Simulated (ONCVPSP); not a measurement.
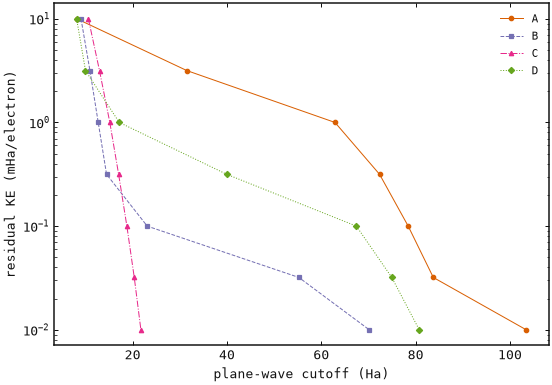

The residual kinetic energy of the 3s wave for 4 variants of one potential.

Base settings:

Sulfur (S), optimised norm-conserving Vanderbilt (ONCV), made with ONCVPSP 4.0.1 (PBEsol, scalar-relativistic). Core [Ne], reference 3s2 3p4. Waves: 3s: rc 1.50 bohr, ncon 4, nbas 8, qcut 5.5 1/bohr, 2 projectors, debl 3.6 Ha; 3p: rc 1.10 bohr, ncon 4, nbas 7, qcut 6.6 1/bohr, 2 projectors, debl 2.2 Ha; d scattering state at 0.38 Ha: rc 1.60 bohr, ncon 3, nbas 6, qcut 6.4 1/bohr, 2 projectors, debl 0.7 Ha. Local part: polynomial inside 1.00 bohr (lpopt 4, dvloc0 0 Ha). Core correction: none.

> The variants differ in the qcut of the s channel: 3.50 1/bohr, 4.60 1/bohr, 5.40 1/bohr, 7.10 1/bohr. Which curve belongs to which value?

A: 3.50 1/bohr; B: 5.40 1/bohr; C: 7.10 1/bohr; D: 4.60 1/bohr.

> What did the other tests of these runs give?

A: loose cutoff 101 Ha; bound ghosts flagged p; largest test error +57 meV. B: loose cutoff 101 Ha; bound ghosts flagged p; largest test error +47 meV. C: loose cutoff 101 Ha; bound ghosts flagged p; largest test error +49 meV. D: loose cutoff 101 Ha; bound ghosts flagged p; largest test error +47 meV. The loose cutoff is the first of the cutoffs at which the residual kinetic energy of the hardest occupied pseudo-wave falls to 1 and 0.1 mHa per electron.
